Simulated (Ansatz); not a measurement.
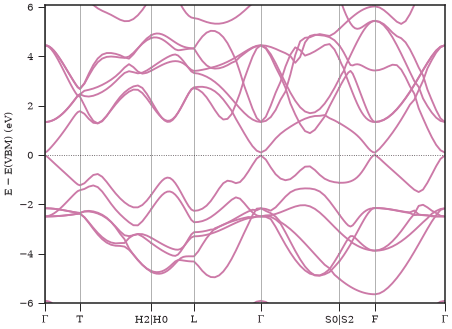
Fig. 1. Band structure from plane-wave PAW r²SCAN (Ansatz code)

**Question.** Read off the gap and where the band edges lie.

**Answer.** About 0.1 eV (0.10 eV by a search for the band edges); maximum at F, minimum at F.

**Question.** Which of these materials gives this?
A) SnPbSe2, R-3m (Sn on 3b, Pb on 3a, Se on 6c)
B) TePb2S, R-3m (Te on 3b, Pb on 6c, S on 3a)
C) CrAuS2, R-3m (Au on 3a, Cr on 3b, S on 6c)
D) KNdO2, R-3m (K on 3a, Nd on 3b, O on 6c)

**Answer.** A, SnPbSe2, R-3m (Sn on 3b, Pb on 3a, Se on 6c)

The workflow started from a Materials Project entry (that database holds measured and hypothetical structures alike); the Crystallography Open Database copy checked does not list it. With Sn and Pb taken as one species the cell has the higher symmetry Fm-3m, so it may be an ordered model of a mixed-site phase. Its standing as an ambient phase is unchecked. The r²SCAN relaxation kept the symmetry of its start; phonons show weakly imaginary modes. Spin–orbit coupling is left out wherever it is not named.

Potentials: the later of the program's two PAW sets.
